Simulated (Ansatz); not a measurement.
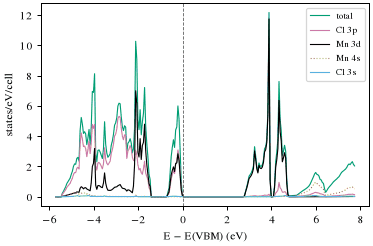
Figure. Total and projected density of states of MnCl2 in space group R-3m (No. 166; Mn on 3a, Cl on 6c), the program Ansatz at the r²SCAN+D4 level (PAW)

Question: Which orbitals carry the states next to the gap?

Answer: Top 1 eV of the valence band: Mn 3d 50 %, Cl 3p 49 %. Bottom 1 eV of the conduction band: Mn 3d 92 %. Projections are on Löwdin-orthogonalised atomic valence shells; empty p or d shells of many metals are not among them.

Question: Where is the tallest occupied peak in this window, and what makes it?

Answer: Near -2.1 eV, about 10 states/eV per cell; the largest projected share is Mn 3d.

The first step of the workflow began from a Materials Project structure, measured or hypothetical; the Crystallography Open Database files this formula in space group No. 166, but the cells were not matched. Whether it is the stable phase at ambient conditions was not checked. The cell was relaxed with r²SCAN+D4 under the symmetry of its start; whether a distortion lowers the energy is not shown. The final state is ferromagnetic, chosen from 4 collinear starts compared on coarse meshes (ties went to the first, and starts can fall back to one state), not a proven ground state. Other orbital occupations within this spin state were not tried. No Hubbard U is applied.

Potentials: the later of the program's two PAW sets.
